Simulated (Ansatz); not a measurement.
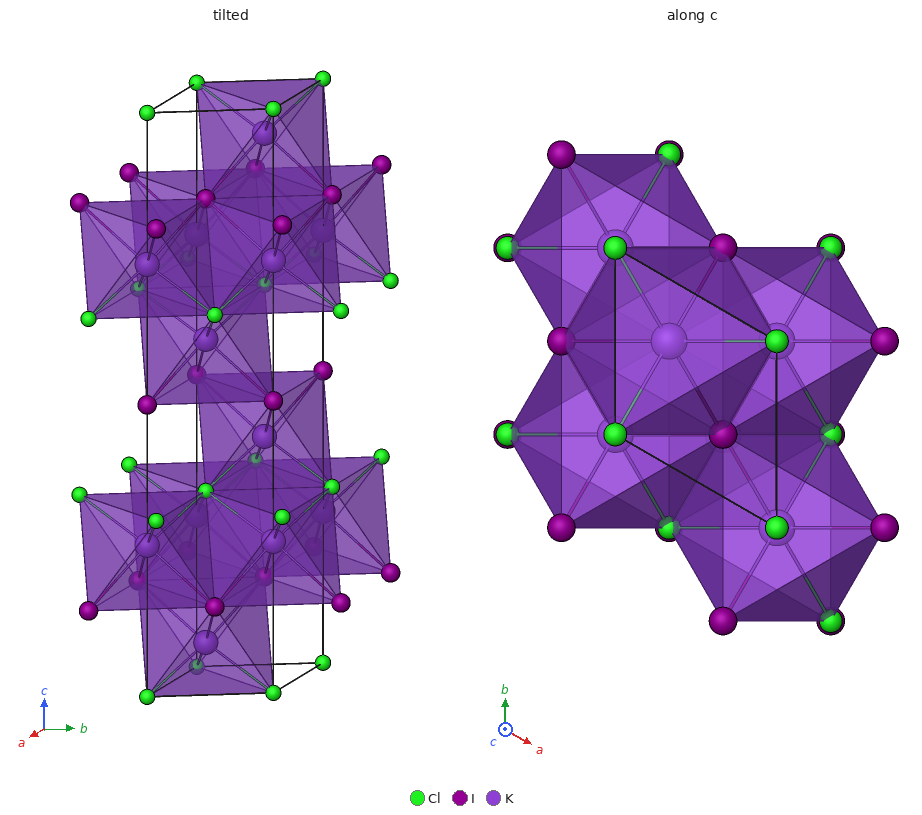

The figure gives a polyhedral picture of the atoms, viewed slightly off an axis and along the c axis. The box is the conventional unit cell; atoms on or close to its faces, edges and corners are drawn wherever they repeat. Some neighbours outside the box are added.

K$_{2}$ICl, space group R-3m (No. 166), a = 4.901 Å, b = 4.901 Å, c = 23.291 Å, α = 90.00°, β = 90.00°, γ = 120.00°. Provenance: a structure type filled with these elements by a generator (whether the compound takes this form wasn't checked). The cell was then strained or its atoms displaced on purpose. It went into a calculation with Ansatz.

This one geometry was computed with Ansatz (DFT, plane waves, PAW) at three levels of theory: r2SCAN, HSE06 and PBE. It was relaxed with r2SCAN and then strained.

How does the band gap change with the level of theory?

PBE: a gap of 3.75 eV, direct; r2SCAN: a gap of 4.33 eV, direct; HSE06: a gap of 4.75 eV, direct.

Collect the results in a table.

| level | cutoff (eV) | k-mesh of the run's cell | gap (eV) | pressure (GPa) |
| --- | --- | --- | --- | --- |
| r2SCAN | 500 | 6×6×6 | 4.33 | -1.0 |
| HSE06 | 420 | 4×4×4 | 4.75 | -0.6 |
| PBE | 420 | 6×6×6 | 3.75 | -0.4 |

Gaps are taken on the k-mesh or band path of each run.
